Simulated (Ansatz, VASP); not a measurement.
# Cross-check of Bi (bismuthene) between VASP and Ansatz

One calculation is typed for both programs; each brings its own data sets and cutoff. How far apart do they land?

Main program and level: Ansatz 0.2.0; plane waves, with VASP 6.6.1 beside it; band structure at PBE with D3(BJ), spin-orbit coupling, single point at PBE with D3(BJ) and band structure at PBE with D3(BJ).

## Step 1: The structure

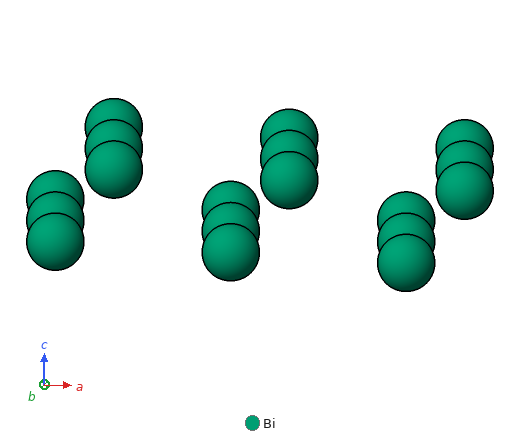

The cell as given, nearly edge on (bismuth teal). 3×3×1 cells are drawn.

The cell holds 2 atoms: 2 Bi. Cell: a = 4.276 Å, b = 4.276 Å, c = 22.000 Å, α = 90.0°, β = 90.0°, γ = 120.0°. Vacuum lies along c.

Coordinates:

```xyz
2
Lattice="4.2759 0.0000 0.0000 -2.1379 3.7030 0.0000 0.0000 0.0000 22.0000" Properties=species:S:1:pos:R:3
Bi    0.0000    2.4687   10.1219
Bi    2.1379    1.2343   11.8781
```

## Step 2: VASP: band structure, PBE with D3(BJ), spin-orbit coupling

Levels along a path test the potential and the projectors away from the mesh points.

Lines of VASP's logs that name or quote its potential files are left out, and so is its time.

The input, INCAR:

```
SYSTEM = Bi
PREC = Normal
ENCUT = 350
EDIFF = 1E-06
NELM = 120
ISMEAR = 0
SIGMA = 0.03
LREAL = .FALSE.
ALGO = Fast
GGA = PE
IVDW = 12
LNONCOLLINEAR = .TRUE.
MAGMOM = 0 0 0 0 0 0
NBANDS = 22
GGA_COMPAT = .FALSE.
LASPH = .TRUE.
LSORBIT = .TRUE.
LWAVE = .FALSE.
LCHARG = .FALSE.
KPAR = 4
IDIPOL = 3
LDIPOL = .TRUE.
DIPOL = 0.5 0.5 0.5
```

The input, POSCAR:

```
Bi
1.0
    4.2758563424      0.0000000000      0.0000000000
   -2.1379281712      3.7030002154      0.0000000000
    0.0000000000      0.0000000000     22.0000000000
Bi
2
Direct
    0.3333333333      0.6666666667      0.4600850262
    0.6666666667      0.3333333333      0.5399149738
```

The input, KPOINTS:

```
Automatic mesh
0
Gamma
9 9 1
0 0 0
```

The input, KPOINTS_OPT:

```
Line mode
14
Line-mode
Reciprocal
  0.00000000   0.00000000   0.00000000 GAMMA
  0.50000000   0.00000000   0.00000000 M

  0.50000000   0.00000000   0.00000000 M
  0.33333333   0.33333333   0.00000000 K

  0.33333333   0.33333333   0.00000000 K
  0.00000000   0.00000000   0.00000000 GAMMA
```

Potentials, in the order of the species: Bi (PBE family, release 64).

Run with:

```sh
mpirun -np 4 vasp_ncl
```

Numbers of over 12 decimals in the logs are rounded to 6 here.

What it wrote:

```text
[banner, memory and clock lines left out]
running    4 mpi-ranks, on    1 nodes
 distrk:  each k-point on    1 cores,    4 groups
 distr:  one band on    1 cores,    1 groups

 POSCAR found type information on POSCAR Bi
 POSCAR found :  1 types and       2 ions
 LDA part: xc-table for (Slater+PW92), standard interpolation
 POSCAR, INCAR and KPOINTS ok, starting setup
 FFT: planning ... GRIDC
 FFT: planning ... GRID_SOFT
 FFT: planning ... GRID
 WAVECAR not read
 entering main loop
       N       E                     dE             d eps       ncg     rms          rms(c)
DAV:   1     0.538572348019E+02    0.53857E+02   -0.19829E+03   528   0.414E+02
DAV:   2    -0.295888562851E+00   -0.54153E+02   -0.51140E+02   798   0.869E+01
DAV:   3    -0.820253606651E+01   -0.79066E+01   -0.78234E+01   724   0.396E+01
DAV:   4    -0.871752393760E+01   -0.51499E+00   -0.51464E+00   770   0.103E+01
DAV:   5    -0.872408822952E+01   -0.65643E-02   -0.65642E-02   790   0.153E+00    0.315E+00
RMM:   6    -0.866577949130E+01    0.58309E-01   -0.23850E-02   652   0.777E-01    0.189E+00
RMM:   7    -0.864486895219E+01    0.20911E-01   -0.13319E-02   670   0.640E-01    0.108E+00
RMM:   8    -0.862755886896E+01    0.17310E-01   -0.24297E-02   701   0.818E-01    0.110E-01
RMM:   9    -0.862644929913E+01    0.11096E-02   -0.38440E-03   734   0.366E-01    0.598E-02
RMM:  10    -0.862617212971E+01    0.27717E-03   -0.63885E-04   758   0.138E-01    0.386E-02
RMM:  11    -0.862602726131E+01    0.14487E-03   -0.27384E-04   700   0.685E-02    0.260E-02
RMM:  12    -0.862615041316E+01   -0.12315E-03   -0.19467E-04   692   0.515E-02    0.161E-02
RMM:  13    -0.862646071790E+01   -0.31030E-03   -0.58163E-05   702   0.335E-02    0.970E-03
RMM:  14    -0.862674675459E+01   -0.28604E-03   -0.37713E-05   712   0.256E-02    0.415E-03
RMM:  15    -0.862684295350E+01   -0.96199E-04   -0.15218E-05   702   0.142E-02    0.356E-03
RMM:  16    -0.862691987186E+01   -0.76918E-04   -0.56189E-06   681   0.870E-03    0.118E-03
RMM:  17    -0.862694319325E+01   -0.23321E-04   -0.23023E-06   630   0.499E-03    0.108E-03
RMM:  18    -0.862695701511E+01   -0.13822E-04   -0.93949E-07   621   0.333E-03    0.475E-04
RMM:  19    -0.862695941418E+01   -0.23991E-05   -0.37684E-07   601   0.221E-03    0.331E-04
RMM:  20    -0.862696069232E+01   -0.12781E-05   -0.12114E-07   542   0.145E-03    0.133E-04
RMM:  21    -0.862696090243E+01   -0.21011E-06   -0.36431E-08   478   0.107E-03
   1 F= -.90784671E+01 E0= -.90784671E+01  d E =-.288742E-17  mag=    -0.0000     0.0000     0.0000
 Start KPOINTS_OPT (optional k-point list driver)
k-point batch [1-12\42]
       N       E                     dE             ncg
DAV:   1    -0.247264707062E+03   -0.11994E+04      528
DAV:   2    -0.767980548858E+03   -0.52072E+03      884
DAV:   3    -0.852916076399E+03   -0.84936E+02      680
DAV:   4    -0.857509039951E+03   -0.45930E+01      760
DAV:   5    -0.857568236951E+03   -0.59197E-01      794
DAV:   6    -0.857569080371E+03   -0.84342E-03      746
DAV:   7    -0.857569101076E+03   -0.20706E-04      780
DAV:   8    -0.857569101555E+03   -0.47895E-06      606
[...]
k-point batch [37-42\42]
       N       E                     dE             ncg
DAV:   1     0.928642562803E+03   -0.27741E+03      264
DAV:   2     0.686789139074E+03   -0.24185E+03      438
DAV:   3     0.641865641769E+03   -0.44923E+02      340
DAV:   4     0.639359818909E+03   -0.25058E+01      380
DAV:   5     0.639323994505E+03   -0.35824E-01      394
DAV:   6     0.639323606259E+03   -0.38825E-03      374
DAV:   7     0.639323594959E+03   -0.11300E-04      402
DAV:   8     0.639323594684E+03   -0.27494E-06      314
```

Parts of OUTCAR (step 2):

```text
ion  position               nearest neighbor table
   1  0.333  0.667  0.460-   2 3.03   2 3.03   2 3.03
   2  0.667  0.333  0.540-   1 3.03   1 3.03   1 3.03

  LATTYP: Found a hexagonal cell.
 ALAT       =     4.2758563424
 C/A-ratio  =     5.1451681811

 Subroutine GETGRP returns: Found 12 space group operations
 (whereof 12 operations were pure point group operations)

The static configuration has the point symmetry D_3d.

 Found     12 irreducible k-points:

   k-points           NKPTS =     12   k-points in BZ     NKDIM =     12   number of bands    NBANDS=     22

   dimension x,y,z NGX =    20 NGY =   20 NGZ =  108
   dimension x,y,z NGXF=    40 NGYF=   40 NGZF=  216

   ENCUT  =  350.0 eV  25.72 Ry    5.07 a.u.   6.52  6.52 33.56*2*pi/ulx,y,z

   NELECT =      10.0000    total number of electrons

 k-points in reciprocal lattice and weights: Automatic mesh
   0.00000000  0.00000000  0.00000000       0.012
   0.11111111  0.00000000  0.00000000       0.074
   0.22222222  0.00000000  0.00000000       0.074
   0.33333333  0.00000000  0.00000000       0.074
   0.44444444  0.00000000  0.00000000       0.074
   0.11111111  0.11111111  0.00000000       0.074
   0.22222222  0.11111111  0.00000000       0.148
   0.33333333  0.11111111  0.00000000       0.148
   0.44444444  0.11111111  0.00000000       0.074
   0.22222222  0.22222222  0.00000000       0.074
   0.33333333  0.22222222  0.00000000       0.148
   0.33333333  0.33333333  0.00000000       0.025

 dipolmoment           0.000000      0.000000     -0.000000 electrons x Angstroem

 average (electrostatic) potential at core
       1 -68.7280       2 -68.7280

 E-fermi :  -1.7630

 k-point     1 :       0.0000    0.0000    0.0000
  band No.  band energies     occupation
    ...
      6      -3.9774      1.00000
      7      -2.1760      1.00000
      8      -2.1760      1.00000
      9      -1.9324      1.00000
     10      -1.9324      1.00000
     11      -1.3953      0.00000
     12      -1.3953      0.00000
     13      -0.1576      0.00000
     14      -0.1576      0.00000
     15       1.0739      0.00000
    ...

 k-point     2 :       0.1111    0.0000    0.0000
  band No.  band energies     occupation
    ...
      6      -4.1764      1.00000
      7      -2.9858      1.00000
      8      -2.9858      1.00000
      9      -2.1065      1.00000
     10      -2.1065      1.00000
     11      -1.0437      0.00000
     12      -1.0437      0.00000
     13       0.1412      0.00000
     14       0.1412      0.00000
     15       0.8414      0.00000
    ...

 k-point     3 :       0.2222    0.0000    0.0000
  band No.  band energies     occupation
    ...
      6      -4.8377      1.00000
      7      -3.6395      1.00000
      8      -3.6395      1.00000
      9      -2.4767      1.00000
     10      -2.4767      1.00000
     11      -1.3156      0.00000
     12      -1.3156      0.00000
     13       0.4839      0.00000
     14       0.4839      0.00000
     15       1.0837      0.00000
    ...

 Edisp (eV)   -0.45151

  Total       0.39649     0.39649     0.33408     0.00000     0.00000    -0.00000
  in kB       1.82367     1.82367     1.53661     0.00000     0.00000    -0.00000
  external pressure =        1.73 kB  Pullay stress =        0.00 kB

  energy-cutoff  :      350.00
  volume of cell :      348.34
      direct lattice vectors                 reciprocal lattice vectors
     4.275856342  0.000000000  0.000000000     0.233871281  0.135025647  0.000000000
    -2.137928171  3.703000215  0.000000000     0.000000000  0.270051294  0.000000000
     0.000000000  0.000000000 22.000000000     0.000000000  0.000000000  0.045454545

 POSITION                                       TOTAL-FORCE (eV/Angst)
 -----------------------------------------------------------------------------------
     -0.00000      2.46867     10.12187        -0.000000      0.000000     -0.192762
      2.13793      1.23433     11.87813         0.000000     -0.000000      0.192762
 -----------------------------------------------------------------------------------
    total drift:                                0.000000      0.000000     -0.000000

  FREE ENERGIE OF THE ION-ELECTRON SYSTEM (eV)
  ---------------------------------------------------
  free  energy   TOTEN  =        -9.0784670793 eV

  energy  without entropy=       -9.0784670793  energy(sigma->0) =       -9.07846708

 vacuum level on the upper side and lower side of the slab         1.795         1.795

 Spin-Orbit-Coupling matrix elements
 Ion:    1  E_soc:     -1.1710335
 Ion:    2  E_soc:     -1.1710335

[... 3 further parts left out ...]
```

[end of part 1 of 2]

[Lines on the potential files, build, host, timing and source positions are cut from VASP's logs without a mark.]

[Logs are printed without paths, hosts, clocks, repeated set-up lines and the standing remarks that a program may print on its own settings, such as how far it seeks lower states.]

[Hosts, paths, dates, database ids (printed as entryN), source tags and the programs' standing remarks are cut or masked in the printed files.]
